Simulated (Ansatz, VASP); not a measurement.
## Cross-check of BiTe between VASP and Ansatz

One calculation is typed for both programs; each brings its own data sets and cutoff. How far apart do they land? The structure shown is the end of the VASP relaxation below.

Calculated with Ansatz 0.2.0; plane waves, with VASP 6.6.1 beside it; single point at PBE.

## Step 1: Starting point

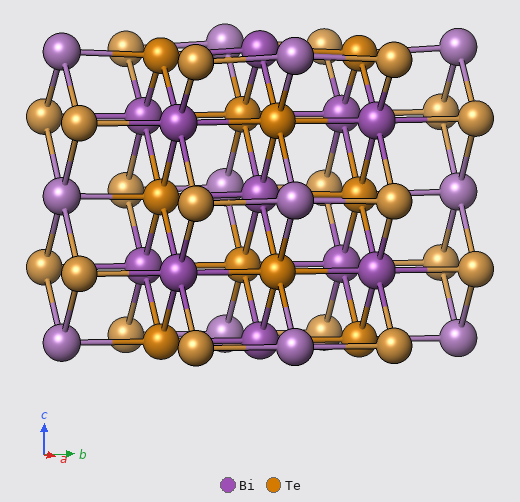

Start, viewed from the side, with the c axis up; bismuth purple, tellurium orange. Some periodic images of atoms are drawn too.

The cell holds 10 atoms: 5 Bi and 5 Te. Its edges and angles: a = 4.575 Å, b = 6.470 Å, c = 24.150 Å, α = 90.0°, β = 90.0°, γ = 90.0°. It derives from BiTe. The (1 1 0) slab of BiTe, cut from the database cell (so at first; earlier steps may have moved the atoms). Vacuum lies along c.

Coordinates:

```cif
data_structure
_symmetry_space_group_name_H-M 'P 1'
_symmetry_Int_Tables_number 1
_cell_length_a 4.5750
_cell_length_b 6.4700
_cell_length_c 24.1500
_cell_angle_alpha 90.000
_cell_angle_beta 90.000
_cell_angle_gamma 90.000
_cell_volume 714.84
loop_
_atom_site_label
_atom_site_type_symbol
_atom_site_fract_x
_atom_site_fract_y
_atom_site_fract_z
_atom_site_occupancy
Bi1 Bi 0.50000 0.50000 0.31056 1
Bi2 Bi 0.00000 0.00000 0.40528 1
Bi3 Bi 0.50000 0.50000 0.50288 1
Bi4 Bi 0.00000 0.00000 0.60201 1
Bi5 Bi 0.50000 0.50000 0.69269 1
Te6 Te 0.50000 0.00000 0.31056 1
Te7 Te 0.00000 0.50000 0.40528 1
Te8 Te 0.50000 0.00000 0.50033 1
Te9 Te 0.00000 0.50000 0.60307 1
Te10 Te 0.50000 0.00000 0.68601 1
```

## Step 2: VASP: relaxation, PBE

This run makes the geometry at which the two programs are then compared.

Lines of VASP's logs that name or quote its potential files are left out, and so is its time.

File INCAR:

```
SYSTEM = BiTe
PREC = Normal
ENCUT = 300
EDIFF = 1E-05
NELM = 120
ISMEAR = 0
SIGMA = 0.05
LREAL = .FALSE.
ALGO = Fast
GGA = PE
NBANDS = 37
LORBIT = 11
LWAVE = .FALSE.
LCHARG = .FALSE.
KPAR = 2
IBRION = 2
NSW = 40
ISIF = 2
EDIFFG = -0.03
POTIM = 0.4
MAXMIX = 40
IDIPOL = 3
LDIPOL = .TRUE.
DIPOL = 0.5 0.5 0.5
```

File POSCAR:

```
BiTe
1.0
    4.5749808743      0.0000000000      0.0000000000
    0.0000000000      6.4700000000      0.0000000000
    0.0000000000      0.0000000000     24.1499617486
Bi Te
5 5
Selective dynamics
Direct
    0.5000000000      0.5000000000      0.3105595000  F F F
    0.0000000000      0.0000000000      0.4052797500  F F F
    0.5000000000      0.5000000000      0.5000000000  T T T
    0.0000000000      0.0000000000      0.5947202500  T T T
    0.5000000000      0.5000000000      0.6894405000  T T T
    0.5000000000      0.0000000000      0.3105595000  F F F
    0.0000000000      0.5000000000      0.4052797500  F F F
    0.5000000000      0.0000000000      0.5000000000  T T T
    0.0000000000      0.5000000000      0.5947202500  T T T
    0.5000000000      0.0000000000      0.6894405000  T T T
```

File KPOINTS:

```
Automatic mesh
0
Gamma
6 4 1
0 0 0
```

The projector-augmented-wave data sets are Bi and Te (PBE family, release 64).

The run is started by

```console
mpirun -np 2 vasp_std
```

Numbers of over 12 decimals in the logs are rounded to 6 here.

Output:

```text
[banner, memory and clock lines left out]
running    2 mpi-ranks, on    1 nodes
 distrk:  each k-point on    1 cores,    2 groups
 distr:  one band on    1 cores,    1 groups

 POSCAR found type information on POSCAR BiTe
 POSCAR found :  2 types and      10 ions
 LDA part: xc-table for (Slater+PW92), standard interpolation
 POSCAR, INCAR and KPOINTS ok, starting setup
 FFT: planning ... GRIDC
 FFT: planning ... GRID_SOFT
 FFT: planning ... GRID
 WAVECAR not read
 entering main loop
       N       E                     dE             d eps       ncg     rms          rms(c)
DAV:   1     0.276961773867E+03    0.27696E+03   -0.12780E+04   888   0.695E+02
DAV:   2    -0.154393855167E+00   -0.27712E+03   -0.27136E+03  1302   0.148E+02
DAV:   3    -0.328789481181E+02   -0.32725E+02   -0.32307E+02  1035   0.558E+01
DAV:   4    -0.349421740075E+02   -0.20632E+01   -0.20437E+01  1374   0.147E+01
DAV:   5    -0.349871601220E+02   -0.44986E-01   -0.44814E-01  1278   0.269E+00    0.131E+01
RMM:   6    -0.346322925674E+02    0.35487E+00   -0.69330E-01   889   0.201E+00    0.772E+00
RMM:   7    -0.346684398908E+02   -0.36147E-01   -0.42772E-01   902   0.164E+00    0.114E+00
RMM:   8    -0.346671745450E+02    0.12653E-02   -0.83089E-02   924   0.844E-01    0.126E+00
RMM:   9    -0.347298322876E+02   -0.62658E-01   -0.33887E-02   972   0.487E-01    0.186E+00
RMM:  10    -0.346401810045E+02    0.89651E-01   -0.11457E-02   900   0.309E-01    0.260E-01
RMM:  11    -0.346404852471E+02   -0.30424E-03   -0.30525E-03  1035   0.164E-01    0.211E-01
RMM:  12    -0.346402165598E+02    0.26869E-03   -0.84711E-04   959   0.800E-02    0.639E-02
RMM:  13    -0.346403120995E+02   -0.95540E-04   -0.29727E-04   918   0.436E-02    0.100E-01
RMM:  14    -0.346404787618E+02   -0.16666E-03   -0.16707E-04   866   0.386E-02    0.177E-01
RMM:  15    -0.346402907888E+02    0.18797E-03   -0.34132E-05   663   0.191E-02    0.710E-02
RMM:  16    -0.346402836441E+02    0.71447E-05   -0.21315E-05   612   0.135E-02
   1 F= -.34640284E+02 E0= -.34634567E+02  d E =-.346403E+02
[... from here on, the cycles between the ionic steps are left out ...]
   2 F= -.34690569E+02 E0= -.34685100E+02  d E =-.502855E-01
   3 F= -.34769037E+02 E0= -.34763518E+02  d E =-.128753E+00
   4 F= -.34772552E+02 E0= -.34767063E+02  d E =-.132268E+00
   5 F= -.34772689E+02 E0= -.34767206E+02  d E =-.132406E+00
   6 F= -.34774082E+02 E0= -.34768617E+02  d E =-.139292E-02
   7 F= -.34776347E+02 E0= -.34770904E+02  d E =-.365770E-02
   8 F= -.34776444E+02 E0= -.34770990E+02  d E =-.375506E-02
   9 F= -.34777550E+02 E0= -.34772208E+02  d E =-.110565E-02
  10 F= -.34780135E+02 E0= -.34775111E+02  d E =-.369068E-02
  11 F= -.34782006E+02 E0= -.34777301E+02  d E =-.556117E-02
 curvature: -19.25 expect dE=-0.430E-02 dE for cont linesearch -0.425E-04
 trial: gam= 0.72259 g(F)=  0.223E-03 g(S)=  0.000E+00 ort =-0.355E-04 (trialstep = 0.816E+01)
 search vector abs. value=  0.471E-03
 bond charge predicted
       N       E                     dE             d eps       ncg     rms          rms(c)
DAV:   1    -0.347807668804E+02    0.12339E-02   -0.37294E-01   948   0.210E+00    0.217E-01
RMM:   2    -0.347828525208E+02   -0.20856E-02   -0.24500E-02   888   0.541E-01    0.262E-01
RMM:   3    -0.347836503355E+02   -0.79781E-03   -0.34424E-03   898   0.224E-01    0.338E-01
RMM:   4    -0.347837106271E+02   -0.60292E-04   -0.77666E-04  1006   0.103E-01    0.343E-01
RMM:   5    -0.347836787432E+02    0.31884E-04   -0.14320E-04   915   0.442E-02    0.319E-01
RMM:   6    -0.347837493229E+02   -0.70580E-04   -0.31738E-05   634   0.205E-02    0.324E-01
RMM:   7    -0.347837815673E+02   -0.32244E-04   -0.10449E-05   554   0.127E-02    0.328E-01
RMM:   8    -0.347841125513E+02   -0.33098E-03   -0.32473E-04  1087   0.499E-02    0.403E-01
RMM:   9    -0.347851524814E+02   -0.10399E-02   -0.66726E-04  1274   0.652E-02    0.608E-01
RMM:  10    -0.347844032116E+02    0.74927E-03   -0.16113E-04   898   0.326E-02    0.520E-01
RMM:  11    -0.347833405498E+02    0.10627E-02   -0.58746E-04  1164   0.669E-02    0.407E-01
RMM:  12    -0.347828347276E+02    0.50582E-03   -0.41365E-04  1091   0.553E-02    0.334E-01
RMM:  13    -0.347825979239E+02    0.23680E-03   -0.48447E-04  1154   0.556E-02    0.168E-01
RMM:  14    -0.347825351156E+02    0.62808E-04   -0.18153E-04   922   0.332E-02    0.110E-01
RMM:  15    -0.347825197929E+02    0.15323E-04   -0.31934E-05   628   0.180E-02    0.669E-02
RMM:  16    -0.347825204702E+02   -0.67733E-06   -0.15409E-05   566   0.136E-02
  12 F= -.34782520E+02 E0= -.34777851E+02  d E =-.514912E-03
 trial-energy change:   -0.000515  1 .order   -0.000648   -0.001614    0.000318
 step:   6.2010(harm=  6.8146)  dis= 0.01642  next Energy=   -34.782560 (dE=-0.555E-03)
 reached required accuracy - stopping structural energy minimisation
```

Parts of OUTCAR (step 2):

```text
ion  position               nearest neighbor table
   1  0.500  0.500  0.311-   7 3.23   7 3.23   6 3.23   6 3.23
   2  0.000  0.000  0.405-   6 3.23   8 3.23   6 3.23   8 3.23   7 3.23   7 3.23
   3  0.500  0.500  0.500-   7 3.23   9 3.23   7 3.23   9 3.23   8 3.23   8 3.23
   4  0.000  0.000  0.595-   8 3.23  10 3.23   8 3.23  10 3.23   9 3.23   9 3.23
   5  0.500  0.500  0.689-   9 3.23   9 3.23  10 3.23  10 3.23
   6  0.500  0.000  0.311-   2 3.23   2 3.23   1 3.23   1 3.23
   7  0.000  0.500  0.405-   1 3.23   3 3.23   1 3.23   3 3.23   2 3.23   2 3.23
   8  0.500  0.000  0.500-   2 3.23   4 3.23   2 3.23   4 3.23   3 3.23   3 3.23
   9  0.000  0.500  0.595-   3 3.23   5 3.23   3 3.23   5 3.23   4 3.23   4 3.23
  10  0.500  0.000  0.689-   4 3.23   4 3.23   5 3.23   5 3.23

  LATTYP: Found a simple orthorhombic cell.
 ALAT       =     4.5749808743
 B/A-ratio  =     1.4142135624
 C/A-ratio  =     5.2787022311

 Subroutine GETGRP returns: Found  8 space group operations
 (whereof  8 operations were pure point group operations)

The static configuration has the point symmetry D_2h.

 Found     12 irreducible k-points:

   k-points           NKPTS =     12   k-points in BZ     NKDIM =     12   number of bands    NBANDS=     37

   dimension x,y,z NGX =    20 NGY =   28 NGZ =  108
   dimension x,y,z NGXF=    40 NGYF=   56 NGZF=  216

   ENCUT  =  300.0 eV  22.05 Ry    4.70 a.u.   6.46  9.14 34.11*2*pi/ulx,y,z

   NELECT =      55.0000    total number of electrons

 k-points in reciprocal lattice and weights: Automatic mesh
   0.00000000  0.00000000  0.00000000       0.042
   0.16666667  0.00000000  0.00000000       0.083
   0.33333333  0.00000000  0.00000000       0.083
   0.50000000  0.00000000  0.00000000       0.042
   0.00000000  0.25000000  0.00000000       0.083
   0.16666667  0.25000000  0.00000000       0.167
   0.33333333  0.25000000  0.00000000       0.167
   0.50000000  0.25000000  0.00000000       0.083
   0.00000000  0.50000000  0.00000000       0.042
   0.16666667  0.50000000  0.00000000       0.083
   0.33333333  0.50000000  0.00000000       0.083
   0.50000000  0.50000000  0.00000000       0.042

 dipolmoment           0.000000      0.000000     -0.026144 electrons x Angstroem

 average (electrostatic) potential at core
       1 -66.8124       2 -67.1627       3 -66.6376       4 -67.1992       5 -66.7695
       6 -93.8018       7 -94.4788       8 -94.0642       9 -94.5190      10 -94.0996

 E-fermi :   0.6238

 k-point     1 :       0.0000    0.0000    0.0000
  band No.  band energies     occupation
    ...
     22      -1.3841      2.00000
     23      -1.2413      2.00000
     24      -0.9170      2.00000
     25      -0.8559      2.00000
     26       0.2691      2.00000
     27       0.6860      0.07833
     28       0.8916      0.00000
     29       1.0556      0.00000
     30       1.6143      0.00000
     31       1.8426      0.00000
    ...

 k-point     2 :       0.1667    0.0000    0.0000
  band No.  band energies     occupation
    ...
     22      -1.3140      2.00000
     23      -1.1900      2.00000
     24      -1.0441      2.00000
     25      -0.9711      2.00000
     26       0.5322      1.99040
     27       0.7546      0.00022
     28       0.9550      0.00000
     29       1.1141      0.00000
     30       1.8639      0.00000
     31       2.1605      0.00000
    ...

 k-point     3 :       0.3333    0.0000    0.0000
  band No.  band energies     occupation
    ...
     22      -1.6296      2.00000
     23      -1.4351      2.00000
     24      -1.3788      2.00000
     25      -1.1412      2.00000
     26       0.5413      1.98034
     27       0.7504      0.00034
     28       0.9638      0.00000
     29       1.2283      0.00000
     30       2.4807      0.00000
     31       2.6076      0.00000
    ...

  Total       -4.8452844      0.5469273     -2.0694067      0.0000000      0.0000000      0.0000000
  in kB      -10.8597505      1.2258297     -4.6381675      0.0000000      0.0000000      0.0000000
  external PRESSURE =      -4.7573628 kB  Pullay stress =       0.0000000 kB

  energy-cutoff  :      300.00
  volume of cell :      714.84
      direct lattice vectors                 reciprocal lattice vectors
     4.574980874  0.000000000  0.000000000     0.218580149  0.000000000  0.000000000
     0.000000000  6.470000000  0.000000000     0.000000000  0.154559505  0.000000000
     0.000000000  0.000000000 24.149961749     0.000000000  0.000000000  0.041407933

 POSITION                                       TOTAL-FORCE (eV/Angst)
 -----------------------------------------------------------------------------------
      2.28749      3.23500      7.50000         0.000000      0.000000      0.310450
      0.00000      0.00000      9.78749         0.000000      0.000000     -0.623882
      2.28749      3.23500     12.14445         0.000000      0.000000     -0.007569
      0.00000      0.00000     14.53861         0.000000      0.000000     -0.014007
      2.28749      3.23500     16.72841         0.000000      0.000000      0.005006
      2.28749      0.00000      7.50000         0.000000      0.000000      0.601508
      0.00000      3.23500      9.78749         0.000000      0.000000     -0.273834
      2.28749      0.00000     12.08284         0.000000      0.000000     -0.005583
      0.00000      3.23500     14.56423         0.000000      0.000000     -0.012880
      2.28749      0.00000     16.56705         0.000000      0.000000      0.020791
 -----------------------------------------------------------------------------------
    total drift:                                0.000000     -0.000000     -0.000670

  FREE ENERGIE OF THE ION-ELECTRON SYSTEM (eV)
  ---------------------------------------------------
  free  energy   TOTEN  =       -34.7825204702 eV

  energy  without entropy=      -34.7731816740  energy(sigma->0) =      -34.77785107

 reached required accuracy - stopping structural energy minimisation

 vacuum level on the upper side and lower side of the slab         4.764         4.921

 total charge
# of ion       s       p       d       tot
------------------------------------------
    1        1.764   1.663   0.054   3.482
    2        1.791   1.589   0.096   3.477
    3        1.766   1.724   0.070   3.560
    4        1.791   1.640   0.102   3.533
    5        1.762   1.717   0.059   3.537
    6        1.395   1.905   0.017   3.317
    7        1.425   1.823   0.041   3.289
    8        1.400   1.917   0.027   3.344
    9        1.425   1.833   0.042   3.300
   10        1.401   1.916   0.024   3.342
--------------------------------------------------
tot         15.920  17.728   0.531  34.180

[... 3 further parts left out ...]
```

[end of part 1 of 2]

[Lines on the potential files, build, host, timing and source positions are cut from VASP's logs without a mark.]

[Logs are printed without paths, hosts, clocks, repeated set-up lines and the standing remarks that a program may print on its own settings, such as how far it seeks lower states.]

[Hosts, paths, dates, database ids (printed as entryN), source tags and the programs' standing remarks are cut or masked in the printed files.]
